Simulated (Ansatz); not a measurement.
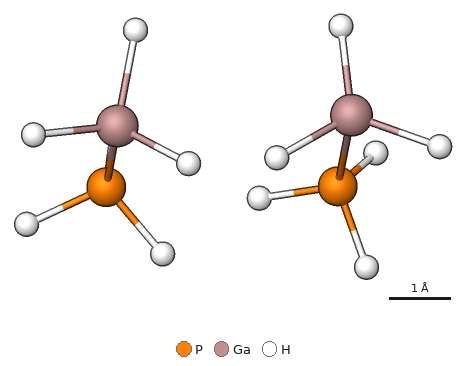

Two geometries of GaPH$_{6}$ (coarse preliminary run), drawn at one scale. One is the start of a relaxation, the other its converged end. The picture is a ball-and-stick view, seen from a free direction.

These are results of RKS PBE-D4/def2-SVP in Ansatz, not measurements. Settings: force threshold 0.03 eV/Å; at most 200 steps.

### Which of the two is the end point?

The right one is the relaxed one. The start comes from a force field. Over 15 accepted moves (17 points after the start) the energy falls by 68.8 kJ/mol. The largest force component goes from 2.4 to 0.012 eV/Å. The line search rejected the trial steps at points 9, 12 of the run. The forces were under the threshold at step 4, but the run went on from there. An H atom moves most after the best rigid fit: 0.61 Å. By element the largest moves are H 0.61 Å, Ga 0.36 Å, P 0.08 Å. Near-neighbour distances that change, for instance: Ga–P 2.254 → 2.544 Å, Ga–H 1.628 → 1.586 Å, H–P 1.461 → 1.430 Å, H–P 1.412 → 1.431 Å. Among the angles between lasting bonds that change: H–P–H 112.9° → 97.7°, P–Ga–H 110.7° → 96.6°, P–Ga–H 110.3° → 96.4°. Groups turn about Ga–P by about 40°. The run took of the order of 50 core-seconds on a shared host.
